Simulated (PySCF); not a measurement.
## A study: C4H2FO2, doublet, SMILES `Oc1c[c]oc1F`

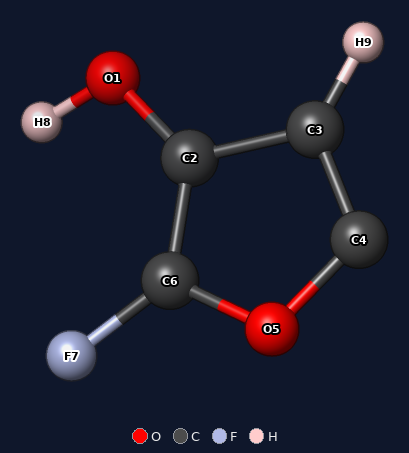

The molecule, with its atoms numbered as below. No frequency check shows the geometry to be a minimum.

Coordinates in Å:

```
O1      -1.9300    0.6850    0.0076
C2      -0.5986    0.4872    0.0254
C3       0.3915    1.5269    0.0216
C4       1.5697    0.8690   -0.0696
O5       1.4408   -0.4499    0.0257
C6       0.1142   -0.6823    0.0342
F7      -0.3060   -1.9471   -0.0155
H8      -2.3932   -0.1387   -0.1895
H9       0.2001    2.5766   -0.0066
```

## 1. Bonding charge

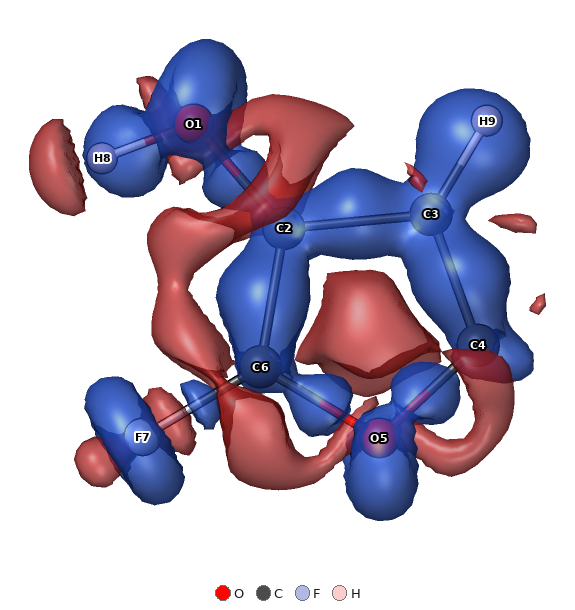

Deformation density (molecule less spherical, spin-averaged free atoms at the same positions), surfaces at ±0.08 e/Å³; blue: gain, red: loss.

Computed with PySCF, B3LYP/def2-SVP, geometry: GFN2-xTB. The stability of the open-shell solution wasn't checked. GFN2-xTB doesn't know the spin state, so this open-shell geometry is rough.

> Describe the bonding that the map shows.

O1–H8: +0.77 e/Å³ at the bond critical point (bond length 0.96 Å, Mayer order 1.0). C3–H9: +0.73 e/Å³ at the bond critical point (bond length 1.07 Å, Mayer order 1.0). C2–C6: +0.67 e/Å³ at the bond critical point (bond length 1.37 Å, Mayer order 1.5). C3–C4: +0.64 e/Å³ at the bond critical point (bond length 1.35 Å, Mayer order 1.6). C2–C3: +0.54 e/Å³ at the bond critical point (bond length 1.44 Å, Mayer order 1.2). O1–C2: +0.22 e/Å³ at the bond critical point (bond length 1.35 Å, Mayer order 1.2). O5–C6: +0.19 e/Å³ at the bond critical point (bond length 1.35 Å, Mayer order 1.1). C4–O5: +0.15 e/Å³ at the bond critical point (bond length 1.33 Å, Mayer order 1.2). C6–F7: +0.03 e/Å³ at the bond critical point (bond length 1.33 Å, Mayer order 1.2); up to 0.6 Å beside the axis the gain reaches +0.24 e/Å³. In all, 2.1 electrons gather in the regions of gain relative to the promolecule. A small or negative value marks a very polar bond, one between electron-rich atoms, whose free-atom densities already overlap strongly, a long bond to a heavier atom, or a closed-shell contact such as a hydrogen bond.

> Where do the Hirshfeld charges lie?

The highest Hirshfeld charge is on H8 (+0.19 e), the lowest on O1 (−0.18 e).

## 2. Bond critical points

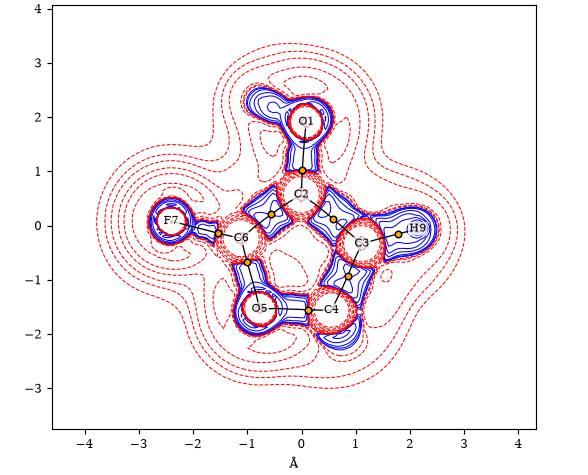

Negative Laplacian of the density (−∇²ρ) in a plane through 8 of the atoms (solid blue lines positive, dashed red lines negative, contours at ±0.02 to ±8 a.u.), with bond paths and bond critical points (dots).

> At which bond critical points in this plane is charge locally concentrated, and at which depleted?

Concentrated (∇²ρ < 0): C3–C4 (−0.82 a.u.); C2–C6 (−0.81 a.u.); O1–C2 (−0.33 a.u.); O5–C6 (−0.14 a.u.); C3–H9 (−1.14 a.u.); C2–C3 (−0.67 a.u.). Depleted (∇²ρ > 0): C4–O5 (+0.22 a.u., H = −0.460); C6–F7 (+0.15 a.u., H = −0.377). A positive Laplacian with clearly negative H marks a strongly polar covalent bond, whose critical point lies close to the core of the less electronegative atom.

> Where along C4–O5 does the critical point lie?

0.43 Å from C4 and 0.90 Å from O5.

## 3. Local ionisation energy

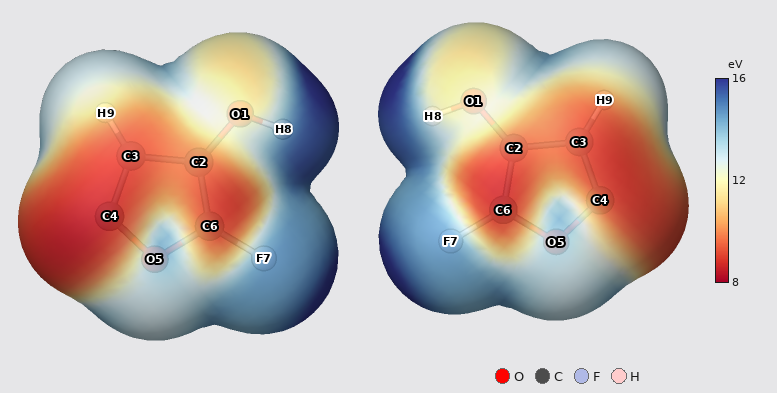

Average local ionisation energy on the surface of electron density 0.001 a.u. (back view left, front view right).

> Where are the most loosely bound electrons on this surface?

The lowest value is 8.4 eV, 2.0 Å from C4. Further minima include 8.6 eV, over C6, off the plane of its three bonds (2.0 Å); 8.9 eV, off the C3–C4 bond (2.1 to 2.2 Å from its atoms); 8.9 eV, off the C2–C6 bond (2.1 to 2.2 Å from its atoms). For comparison, the highest occupied orbital lies at −6.1 eV.

> What volume does the surface enclose, and what is the dipole moment?

About 101 Å³; the dipole moment is 1.4 D.

## 4. Spin density

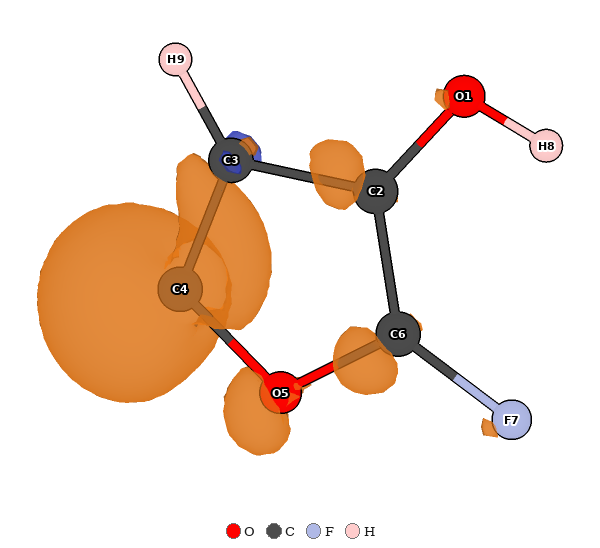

Spin density ρα − ρβ at ±0.05 e/Å³ (orange: excess α, blue: excess β).

> Where is the unpaired spin?

Hirshfeld spin populations: C4 +0.82, O5 +0.07 and C3 +0.04. ⟨S²⟩ = 0.76, against 0.75 for a pure state.

The PySCF run shown took 32 s on 1 thread of Arm Neoverse V2 (shared host).
